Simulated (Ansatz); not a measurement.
Starting cell, Pd (fcc, Cu type):

```
CELL_PARAMETERS angstrom
      0.00000     3.91144     3.91144
      1.95572     0.00000     1.95572
      1.95572     1.95572     0.00000
ATOMIC_POSITIONS crystal
  Pd 0.00000 0.00000 0.00000
  Pd 0.50000 0.00000 0.00000
```

The atoms are displaced by Q × the pattern below (from a DFPT mode at L = (0.5, 0.0, 0.0), largest move 1; Q in Å), at fixed cell. (q is in reciprocal vectors of the primitive cell; the cell shown is doubled to hold the pattern.)

| atom | x | y | z |
|---|---|---|---|
| Pd1 | -0.577 | 0.577 | 0.577 |
| Pd2 | 0.577 | -0.577 | -0.577 |

These are r2SCAN (plane waves to 500 eV, PAW, scalar-relativistic; Ansatz, a first-principles code) values and carry that method's errors. k mesh 10×20×20 (Γ-centred), Fermi-Dirac smearing 0.05 eV. E stands for the smeared free energy. With partly filled bands, energies and forces of such displacements shift with the k mesh and the smearing. Pd is run without spin polarisation. Pd was relaxed with its symmetry unable to fall. The PAW data are Ansatz's earlier set. ΔE is measured from the undisplaced structure.

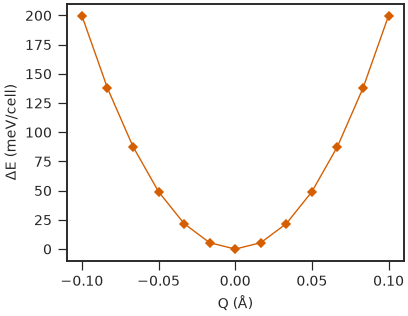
ΔE (meV/cell) against Q (Å); one marker a computed point.

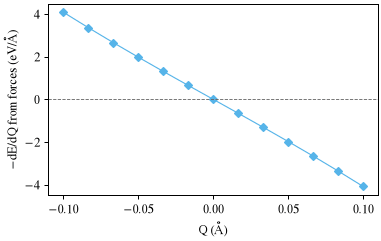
Figure: −dE/dQ from forces (eV/Å) against Q (Å); computed points joined by lines.

The energy at Q = 0.100 Å comes out as 200 meV/cell. Harmonic wavenumber from the curvature (finite differences): 224 cm⁻¹. Shape of the curve: a single well with its minimum at or next to zero displacement. Space group of the distorted cell: R-3m (No. 166), lowered from Fm-3m. Symmetry of the curve: even: the same for both signs.

E″ = 39.10 eV/Å², M = Σ mᵢ|uᵢ|² = 212.8 u, ν̃ = 521.5·√(|E″|/M).

(For displaced atoms, the force is minus the slope of the energy, and its curvature is a force constant, which sets phonon frequencies.)
